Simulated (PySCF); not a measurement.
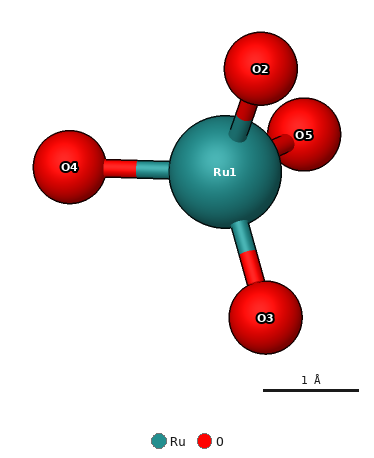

Figure 1. The structure (ball-and-stick view, seen at a tilt; atoms are numbered from 1 in the order of the input). Sticks mark near contacts. Bond lengths as drawn: O–Ru 1.66 Å.

## Run report: RuO4, frequency calculation

RuO4, computed with RKS-based PBE0, Ru def2-TZVP with ECP28, O def2-TZVP; non-relativistic Hamiltonian with a scalar-relativistic core potential; density fitting (PySCF 2.14.0).

### The program's output
```
init E= -395.527019125376
  HOMO = -0.384983093163633  LUMO = -0.185018525109325  gap/eV = 5.44131
cycle= 1 E= -395.527019125371  delta_E= 4.77e-12  |g|= 6e-06  |ddm|= 3.12e-06
  HOMO = -0.384982845500424  LUMO = -0.185019304568849  gap/eV = 5.44129
Extra cycle  E= -395.527019125294  delta_E= 7.73e-11  |g|= 2.25e-05  |ddm|= 1.16e-05
converged SCF energy = -395.527019125294
```

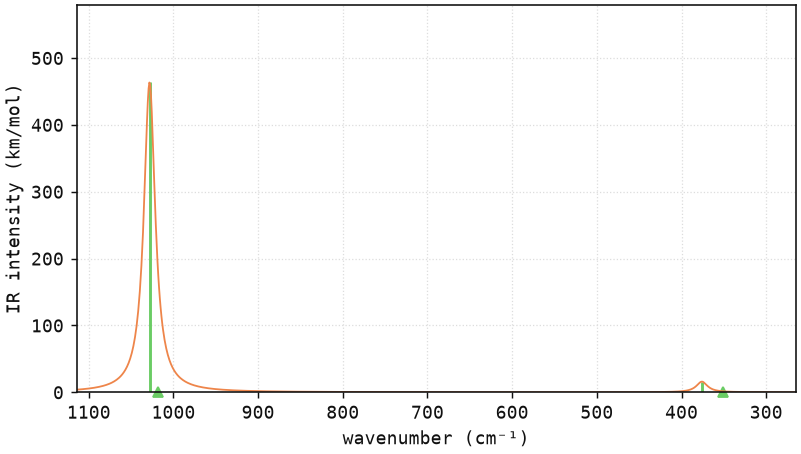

Figure 2. Harmonic infrared spectrum, unscaled: sticks (degenerate modes added up, dark ones marked on the axis) with a Lorentzian envelope of 16 cm⁻¹ full width, scaled to the tallest stick. 9 modes from 351 to 1028 cm⁻¹, none imaginary. The strongest line is at 1028 cm⁻¹ (463 km/mol). All modes, in cm⁻¹ (km/mol): 351 (0.0), 351 (0.0), 376 (5.3), 376 (5.3), 376 (5.3), 1018 (0.0), 1028 (154), 1028 (154), 1028 (154).

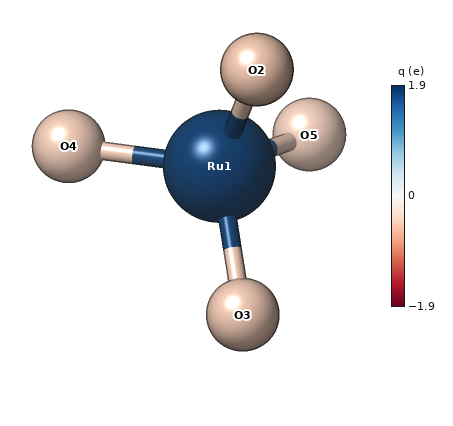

Figure 3. Mulliken charges, as the colour of each atom (ball-and-stick view, seen at a tilt; atoms are numbered from 1 in the order of the input; Mulliken charges depend strongly on the basis). By element: Ru +1.83 and O −0.46 e.

The run was set up as follows.

### Input
```python
from pyscf import gto, scf, dft
mol = gto.M(atom='''
Ru     0.000000     0.000000    -0.000000
O      0.000000     1.357962    -0.960224
O      0.000000    -1.357962    -0.960224
O      1.357962    -0.000000     0.960224
O     -1.357962    -0.000000     0.960224''',
    basis={'Ru': 'def2-TZVP', 'O': 'def2-TZVP'},
    ecp={'Ru': 'def2-TZVP'},
    charge=0, spin=0)
mf = dft.RKS(mol, xc='PBE0')
mf.grids.atom_grid = (75, 302)
aux = {'Ru': 'def2-universal-JKFIT', 'O': 'def2-universal-JKFIT'}
mf = mf.density_fit(auxbasis=aux)
mf.conv_tol = 1e-09
mf.diis_space = 10
mf.max_cycle = 60
mf.verbose = 4
mf.kernel()
```

The script is an equivalent of the set-up of the self-consistent field. The run itself was carried out by a driver, which started from the orbitals of the step before it where there was one and computed the further properties.

Launch command:
```bash
OMP_NUM_THREADS=4 python axn.py task.json out
```

### Summary

```json
{"quantity": "outcome", "value": "converged"}
{"quantity": "total energy", "value": "−395.527019 hartree"}
{"quantity": "HOMO", "value": "−10.48 eV"}
{"quantity": "LUMO", "value": "−5.03 eV"}
{"quantity": "zero-point energy", "value": "0.013517 hartree"}
{"quantity": "dipole moment", "value": "0.00 D"}
{"quantity": "wavenumbers, lowest and highest", "value": "351 and 1028 cm⁻¹"}
{"quantity": "hardware", "value": "4 threads of Arm Neoverse V2, 112 GiB of memory available, shared host"}
{"quantity": "wall time", "value": "32 s (CPU time 1.8 min)"}
{"quantity": "peak memory", "value": "1.9 GiB"}
```
